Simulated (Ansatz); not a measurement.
# What InF (model cell, started as CsCl type) distorts into, part 3 of 3

Which phase does InF (model cell, started as CsCl type) fall into along its unstable mode, and how much energy does it gain?

Ansatz 0.2.0; DFT PBEsol, scalar-relativistic, plane waves, PAW.

So far. Step 4 (The mode frozen in, largest atomic shift 0.45 Å): The run ends at a pressure of 0.97 GPa, with forces up to 0.19 eV/Å. Step 5 (Energy along the mode, all amplitudes (two of the runs …): The lowest of the steps tried is at 0.45 Å, 10.9 meV/atom below the parent; the bottom of the well need not coincide with a step.

The structure was built from a prototype and need not be the compound's stable phase.

## (7) The new phase in its own primitive cell

The relaxed structure is symmetrised, reduced to its primitive cell and relaxed tightly, as its phonons need.

input.yaml

```yaml
crystal:
  lattice:
    - [8.5430829366, 0.0, 0.0]
    - [0.0, 3.0309454513, 0.0]
    - [0.0, 0.0, 5.4169094295]
  atoms:
    - { symbol: In, position: [0.0, 0.0, 0.5] }
    - { symbol: In, position: [0.25, 0.0, 0.9555999511] }
    - { symbol: In, position: [0.5, 0.0, 0.5] }
    - { symbol: In, position: [0.75, 0.0, 0.0444000489] }
    - { symbol: F, position: [0.0, 0.5, 0.0] }
    - { symbol: F, position: [0.25, 0.5, 0.2994724103] }
    - { symbol: F, position: [0.5, 0.5, 0.0] }
    - { symbol: F, position: [0.75, 0.5, 0.7005275897] }
kpoints:
  mp_grid: { grid: [4, 12, 8] }
hamiltonian:
  xc: pbesol
scf:
  occupations: { method: methfessel_paxton, width: 0.2 }
output:
  forces: true
  stress: true
  eigenvalues: true
relax:
  adjacent_minimum: "off"
  f_tol: 0.001
  max_steps: 60
  cell: { stress_tol: 0.01 }
```

On the command line:

```sh
> ansatz run input.yaml --threads 4 --pin off --max-ram 7168MiB --backend cpu --events-out ev --progress --plain --runs-dir out
```

Numbers of over 12 decimals in the logs are rounded to 6 here.

Output:

```text
[...]
Crystal: 8 atoms, lattice volume = 140.263 Å³
Basis set: ecut = 420 eV, 2749 PW (Γ), exchange–correlation on 120×48×80 points (8 copies of the dense FFT grid, shifted against one another)
Bands: 48, of which v1, the nominal top of the filled ones, is band 40 counted from 1 (39 counted from 0)
Symmetry: 8 space group operations
[...]
k-points: 105 of 384
[...]
- [0.0, 3.030498, 0.0]
    - [0.0, 0.0, 5.422269]
  atoms:
    - { symbol: In, position: [0, 0, 0.5] }
    - { symbol: In, position: [0.250000, 0, 0.955581] }
    - { symbol: In, position: [0.500000, 0, 0.5] }
    - { symbol: In, position: [0.750000, 0, 0.044419] }
    - { symbol: F, position: [0, 0.500000, 0] }
    - { symbol: F, position: [0.250000, 0.500000, 0.299227] }
    - { symbol: F, position: [0.500000, 0.500000, 0] }
    - { symbol: F, position: [0.750000, 0.500000, 0.700773] }
[key lines of the parts left out:]
SCF converged after 6 iterations
Free energy (F): -25303.786371 eV
Fermi energy:    8.537788 eV
P = ⅓ Tr σ = 0.0001 GPa (0.001 kbar)
```

Wall time 73 s (4 threads of Arm Neoverse V2, shared host); peak memory 0.83 GiB; 4.8 min of CPU time.

Little changed from the start: no atom moved by 0.005 Å and no cell edge by 0.1 %.

This step gave:

```
pressure : 1.09e-4 GPa
```

The largest force component left is 0.018 meV/Å and the pressure is 0.000 GPa, within the tolerances set. The cell now holds 17.53 Å³/atom.

## (8) Modes of the new phase, k-mesh 4×12×8

A relaxed structure may still be a saddle point, so its zone-centre modes are computed. No field response is asked, since the mesh shows no gap.

input.yaml

```yaml
crystal:
  lattice:
    - [8.5367108012, 0.0, 0.0]
    - [0.0, 3.0304981642, 0.0]
    - [0.0, 0.0, 5.4222694969]
  atoms:
    - { symbol: In, position: [0.0, 0.0, 0.5] }
    - { symbol: In, position: [0.25, 0.0, 0.955581449] }
    - { symbol: In, position: [0.5, 0.0, 0.5] }
    - { symbol: In, position: [0.75, 0.0, 0.044418551] }
    - { symbol: F, position: [0.0, 0.5, 0.0] }
    - { symbol: F, position: [0.25, 0.5, 0.2992268581] }
    - { symbol: F, position: [0.5, 0.5, 0.0] }
    - { symbol: F, position: [0.75, 0.5, 0.7007731419] }
kpoints:
  mp_grid: { grid: [4, 12, 8] }
hamiltonian:
  xc: pbesol
scf:
  occupations: { method: methfessel_paxton, width: 0.2 }
output:
  eigenvalues: true
phonons:
  method: dfpt
```

Output:

```text
zone centre: on kpoints.mp_grid the ground state, and the responses unless they are solved on pairs of k-points, stand on 126 of the mesh's 384 k-points, reduced under 2 symmetry operations, with k and −k counted as one. Each operation leaves every solved displacement unchanged or reverses it
[...]
Crystal: 8 atoms, lattice volume = 140.277 Å³
Basis set: ecut = 420 eV, 2749 PW (Γ), exchange–correlation on 120×48×80 points (8 copies of the dense FFT grid, shifted against one another)
Bands: 48, of which v1, the nominal top of the filled ones, is band 40 counted from 1 (39 counted from 0)
Symmetry: 8 space group operations
k-points: 126 of 384 (irreducible under 2 space group operations, time reversal used)
[...]
SCF iter   1: F=—  HF=-25303.858370 eV  |F-HF|=—  |Δ(HF+E_count)|=         —  Δρ=1.63e-2  dr2=2.82e-1  ethr=1.77e-3  ⟨swp⟩=6.2  Hψ=21603  notcnv=0
[...]
SCF iter  14: F=-25303.786371 eV  HF=-25303.786371 eV  |F-HF|=7.28e-12  |Δ(HF+E_count)|=    0.00e0  S|Δr|=    0.00e0  Δρ=4.05e-8  dr2=5.11e-12  ethr=1.00e-12  ⟨swp⟩=10.0  Hψ=27811  notcnv=0
SCF 1 converged in 14 iterations: F = -25303.786371 eV  dr2 = 5.11e-12
[...]
DFPT response loops at Γ: preconditioner auto → Kerker (q_TF=auto, 2.485 Å⁻¹) (partly filled bands, converged f_vac=0.000); β = 1.00, the filter's whole step (`scf.mixing.beta` (0.50) is not read by the response loops under this deck's `scf.mixing.preconditioner`; to damp them name `kerker` or `kerker_dos`, under which they read `scf.mixing.beta`, and type it under 1.00, their step now; both keys bind the ground state too); Broyden in place of MSR1
SCF converged after 14 iterations
[...]
Free energy (F): -25303.786371 eV
[...]
Internal energy: -25303.786014 eV  (E = F + TS)
E sigma→0 (E₀):  -25303.786282 eV
Entropy (-TS):   -0.000357 eV (-0.045 meV/atom)
Fermi energy:    8.537788 eV
[...]
--- Band table (eV; the first three rows and the last of 126) ---
  k-point 0: bands = [... 36 lower, 4.7393, 5.3062, 6.3606, 6.5062, 10.1932, 10.4841, 11.3973, 11.5868, ... 4 higher]
  k-point 1: bands = [... 36 lower, 4.7410, 5.3604, 6.2570, 6.5973, 9.9974, 10.2006, 10.4432, 12.0165, ... 4 higher]
  k-point 2: bands = [... 36 lower, 4.7446, 5.5083, 6.0359, 6.7769, 9.2324, 9.3479, 10.5253, 12.2902, ... 4 higher]
  k-point 125: bands = [... 36 lower, 6.1064, 6.1064, 8.4759, 8.4759, 8.9142, 8.9142, 10.4177, 10.4177, ... 4 higher]
--- Phonons (Γ-DFPT): 12 representative perturbations + reference, on 126 of 384 k-points (Σ response iterations 37) ---
  k mesh reduced under 2 symmetry operations, with k and −k counted as one. Each operation leaves every solved displacement unchanged or reverses it
  ASR residual: 4.684e-5 → 0.000e0 eV/Å²; symmetrization residual: 9.054e-6 eV/Å²
  ASR residual per site (eV/Å²): 1.72e-5 1.23e-5 1.72e-5 1.23e-5 4.68e-5 6.74e-6 4.68e-5 6.74e-6
  Γ frequencies (cm⁻¹): -124.31 -113.14 -97.22 -85.70 -76.65 -44.53 -44.27 -40.65 -40.38 -37.34 0.00 0.00 0.00 52.77 70.01 71.36 84.80 104.64 141.54 166.48 191.73 203.64 210.81 217.03
  non-analytic LO–TO correction: not included (Born effective charges unavailable; polar crystals: no LO–TO splitting at Γ)
```

It took 4.7 min on 4 threads; peak memory 3 GiB; 18 min of CPU time.

Numbers from this step:

```
sum-rule residual before enforcement                    : 4.68e-5 eV/Å²
point group                                             : mmm
highest optical mode at the zone centre (no LO-TO term) : 217.0 cm⁻¹
lowest optical zone-centre mode                         : -124.3 cm⁻¹
```

Patterns of degenerate modes are one choice out of their space. The modes at Γ (shares of kinetic energy by element, %) (negative means imaginary):

```tsv
mode	frequency (cm⁻¹)	symmetry	In %	F %
1	-124.3	B2u	8	92
2	-113.1	B3u	15	85
3	-97.2	B2u	12	88
4	-85.7	Au	6	94
5	-76.7	B3g	0	100
6	-44.5	B3g	100	0
7	-44.3	B2u	94	6
8	-40.6	Au	94	6
9	-40.4	B3u	24	76
10	-37.3	B1u	40	60
11	0.0	acoustic	86	14
12	0.0	acoustic	86	14
13	0.0	acoustic	86	14
14	52.8	B3u	74	26
15	70.0	B3u	99	1
16	71.4	B1u	89	11
17	84.8	Ag	78	22
18	104.6	B2g	95	5
19	141.5	B1u	48	52
20	166.5	B1u	29	71
21	191.7	Ag	22	78
22	203.6	B2g	5	95
23	210.8	B1u	8	92
24	217.0	B3u	2	98
```

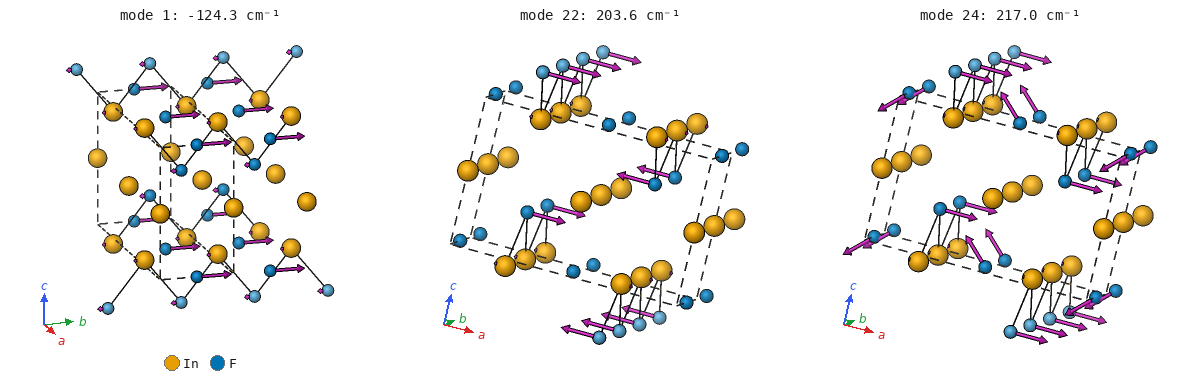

Displacement patterns of modes 1, 22 and 24 at Γ; arrows are exaggerated. 1×2×1 cells are drawn. Some periodic images of atoms are drawn too.

Before it was imposed, the acoustic sum rule was missed by 4.7e-5 eV/Å². Small misses are needed for a sound result but don't prove that mesh and cutoff are converged. The lowest optical mode is imaginary, 124.3i cm⁻¹, so the energy falls along it.

## (9) The phases reached

The phases reached along the modes that were followed are set side by side.

Energies are those of the first relaxation, on the mesh of the frozen mode; space group, volume and gap are those of the last relaxation. Phases, by row:

```tsv
mode frozen in	space group	energy from parent (meV/atom)	volume (Å³/atom)	gap on mesh (eV)	lowest zone-centre optical mode (cm⁻¹)	largest shift (Å)
parent	Pm-3m	0	17.5	0	–	–
q = (0, 0, 0), 115i cm⁻¹	P4/mmm	-105.3	17.72	0	40.2	0.72
q = (0, 0, 0), 115i cm⁻¹	R3m	-63.25	20.55	1.054	64.5	0.561
q = (0, 0, 0), 115i cm⁻¹	Amm2	-58.6	19.76	0	49.5	0.425
q = (0, 0.25, 0.25), 107i cm⁻¹	Pmma	-29.93	17.53	0	-124.3	1.086
```

## (10) What came out

```json
{
  "unstable mode of the parent": "q = (0, 0.25, 0.25), 107i cm⁻¹",
  "depth at the lowest point sampled": "10.9 meV/atom",
  "largest atomic shift at that point": "0.45 Å",
  "space group reached (within 0.01 Å)": "Pmma",
  "energy gained over the parent (first relaxation, on the mesh of the frozen mode)": "29.9 meV/atom",
  "volume per atom, phase reached": "17.5 Å³",
  "lowest optical zone-centre mode, phase reached": "-124 cm⁻¹",
  "highest optical mode at the zone centre (no LO-TO term), phase reached": "217 cm⁻¹"
}
```

What this shows: Along this mode the structure falls into Pmma, 29.9 meV/atom below the parent. At the parent's cell the well is 10.85 meV/atom deep on the steps tried, with its lowest point at a shift of 0.45 Å. Relaxing atoms and cell changes the gain by +19.08 meV/atom against the lowest step (energies at zero smearing). Most of the total comes from this relaxation. The new phase still has an imaginary mode at the zone centre of its cell, so it is a saddle point on the way to a lower structure. Of the 4 patterns followed to their end from this parent, this one ends 75.4 meV/atom above the lowest, P4/mmm. Each path keeps the symmetry of its pattern, so a lower phase may lie along a pattern not tried. With no gap, or one that is small against the smearing, the frequencies hang on the k mesh and the smearing, most of all near Kohn anomalies. A phonon run warned that its eigensolver left some bands unconverged in a pass. The starting cell was built on a prototype and not taken from a measurement, so the phase need not exist.

[Logs are printed without paths, hosts, clocks, repeated set-up lines and the standing remarks that a program may print on its own settings, such as how far it seeks lower states.]

[Hosts, paths, dates, database ids (printed as entryN), source tags and the programs' standing remarks are cut or masked in the printed files.]
